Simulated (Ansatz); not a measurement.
**A computed series for TiO2: pressure series**

The reference is TiO$_{2}$ in the anatase structure (space group I4_1/amd, No. 141; a = 3.798 Å, c = 9.704 Å).

Cell and atoms are relaxed at each pressure.

Calculations: PBE, PAW, 420 eV (Ansatz, an electronic-structure program; no SOC), earlier PAW set.

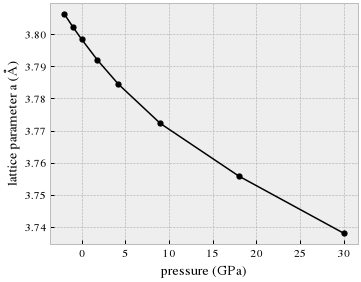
Figure: Lattice parameter a against pressure

Problem. From the plot, what is the lattice parameter a for pressure −2 GPa?

Solution. About 3.806 Å.

Problem. Is the trend monotonic over the range shown?

Solution. Yes, it falls throughout, spanning 3.738 Å to 3.806 Å.

Load acts through the strain it causes; cell and atoms are relaxed under it. Stability against distortions was not tested. Competing high-pressure phases were not computed. All final runs are without spin polarisation.
